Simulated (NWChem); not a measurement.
# BP86/aug-pcseg-2 run of H3NO (hydroxylamine)

What is the vertical ionisation energy of H3NO (hydroxylamine) at BP86/aug-pcseg-2? 

The results are computed with NWChem 7.3.0.

### 1 The structure to begin with

The species is H3NO (5 atoms), meant as a singlet with charge 0. As SMILES, `NO`. The coordinates come from a PBE0-D4/def2-TZVP relaxation. This is one conformer, not always the lowest.

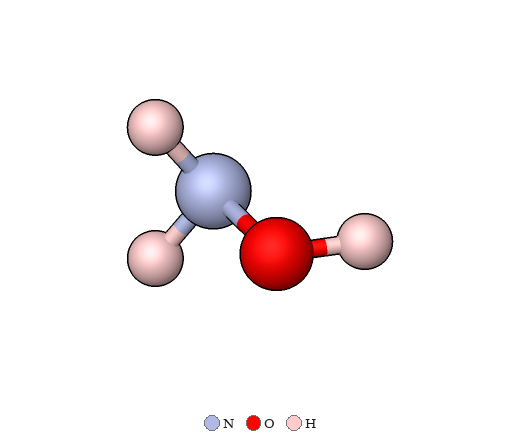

The structure, seen from a chosen angle (nitrogen light blue, oxygen red, hydrogen pink).

### 2 The energy at BP86/aug-pcseg-2

h3no.nw

```
start h3no
memory 2200 mb
geometry noautosym nocenter noautoz
  N    -0.165120   -0.361290   -0.321170
  O     0.364460    0.666040    0.508060
  H    -0.162690   -1.190020    0.266770
  H    -1.141650   -0.109840   -0.446210
  H     1.105010    0.995100   -0.007440
end
basis spherical bse
  * library aug-pcseg-2
end
dft
  xc becke88 perdew86
  mult 1
  grid fine
  convergence energy 1e-08
  maxiter 100
  mulliken
  noprint "final vectors analysis"
end
task dft energy
```

Started as:

```
nwchem h3no.nw > h3no.out
```

The log of the run:

```text
[...]
          Wavefunction type:  closed shell.
          No. of atoms     :     5
          No. of electrons :    18
[...]
          Charge           :     0
          Spin multiplicity:     1
[...]
          AO basis - number of functions:   161
[...]
              XC Information
              --------------
                    Becke 1988 Exchange Functional  1.000
                Perdew 1981 Correlation Functional  1.000 local
                Perdew 1986 Correlation Functional  1.000 non-local
[...]
 d= 0,ls=0.0,diis     1   -131.7475112442 -1.71D+02  6.57D-03  4.81D-01     4.4
[...]
 d= 0,ls=0.0,diis     8   -131.7864045830 -3.44D-09  2.33D-06  2.37D-07    32.2
         Total DFT energy =     -131.786404583007
      One electron energy =     -258.168448583255
           Coulomb energy =      103.380363644040
    Exchange-Corr. energy =      -16.591988905328
 Nuclear repulsion energy =       39.593669261536
[...]
      Total Density - Mulliken Population Analysis
     ---------------------------------------------
    Atom       Charge   Shell Charges
 -----------   ------   -------------------------------------------------------
    1 N    7     7.12   2.00  0.60  0.69  0.27  0.08  1.58  1.51  0.35  0.03  0.01  0.04 -0.04  0.00 -0.01
    2 O    8     8.55   2.00  0.63  0.83  0.42  0.05  2.00  1.86  0.71  0.01  0.00  0.03  0.01  0.00 -0.00
    3 H    1     0.80   0.44  0.35 -0.02 -0.00  0.01  0.05 -0.03  0.00 -0.01
    4 H    1     0.80   0.44  0.35 -0.02 -0.00  0.01  0.05 -0.03  0.00 -0.01
    5 H    1     0.74   0.42  0.27 -0.03 -0.01  0.02  0.07 -0.02  0.01  0.00
[...]
```

Wall time 33 s (1 thread of Intel Xeon 6975P-C (Granite Rapids), shared host); peak memory 0.12 GiB.

### 3 The doublet cation

h3no.nw

```
start h3no
memory stack 880 mb heap 220 mb global 1100 mb
charge 1
geometry noautosym nocenter noautoz
 N       -0.165120      -0.361290      -0.321170
 O        0.364460       0.666040       0.508060
 H       -0.162690      -1.190020       0.266770
 H       -1.141650      -0.109840      -0.446210
 H        1.105010       0.995100      -0.007440
end
basis spherical bse
 * library aug-pcseg-2
end
dft
 xc becke88 perdew86
 mult 2
 grid fine
 convergence energy 1e-08
 iterations 100
 mulliken
 noprint "final vectors analysis"
end
task dft energy
```

Started as:

```
nwchem h3no.nw > h3no.out
```

The log of the run:

```text
[...]
          Wavefunction type:  spin polarized.
          No. of atoms     :     5
          No. of electrons :    17
[...]
          Charge           :     1
          Spin multiplicity:     2
[...]
          AO basis - number of functions:   161
[...]
              XC Information
              --------------
                    Becke 1988 Exchange Functional  1.000
                Perdew 1981 Correlation Functional  1.000 local
                Perdew 1986 Correlation Functional  1.000 non-local
[...]
 d= 0,ls=0.0,diis     1   -131.2256703206 -1.71D+02  7.97D-03  5.07D-01     5.6
[...]
 d= 0,ls=0.0,diis    10   -131.3992634058 -5.86D-09  1.11D-06  9.80D-08    53.2
[...]
         Total DFT energy =     -131.399263405796
      One electron energy =     -251.800372029891
           Coulomb energy =       97.047446156995
    Exchange-Corr. energy =      -16.240006794435
 Nuclear repulsion energy =       39.593669261536
[...]
      Total Density - Mulliken Population Analysis
     ---------------------------------------------
    Atom       Charge   Shell Charges
 -----------   ------   -------------------------------------------------------
    1 N    7     6.56   2.00  0.62  0.74  0.10  0.02  1.54  1.43  0.12  0.01  0.01  0.04 -0.06  0.00 -0.00
    2 O    8     8.31   2.00  0.64  0.85  0.35  0.05  1.97  1.82  0.59  0.01  0.00  0.03 -0.00  0.00 -0.00
    3 H    1     0.72   0.41  0.30 -0.02 -0.00  0.01  0.05 -0.02  0.00 -0.01
    4 H    1     0.72   0.41  0.30 -0.02 -0.00  0.01  0.05 -0.02  0.00 -0.01
    5 H    1     0.69   0.39  0.24 -0.02 -0.00  0.02  0.07 -0.01  0.01  0.00
[...]
      <S2> =      0.7524 (Exact =     0.7500)
[...]
```

Wall time 54 s (1 thread of Intel Xeon 6975P-C (Granite Rapids), shared host); peak memory 0.12 GiB.

### 4 What came out

At BP86/aug-pcseg-2:

| quantity | value |
| --- | --- |
| singlet H3NO: total energy | -131.78640 Eh |
| singlet H3NO: dipole moment | 0.51 D |
| doublet cation: total energy | -131.39926 Eh |
| doublet cation: ⟨S²⟩ | 0.752 |
| vertical ionisation energy (to the doublet cation) | 10.535 eV |

In words: The vertical ionisation energy comes to 10.53 eV (1016 kJ/mol).
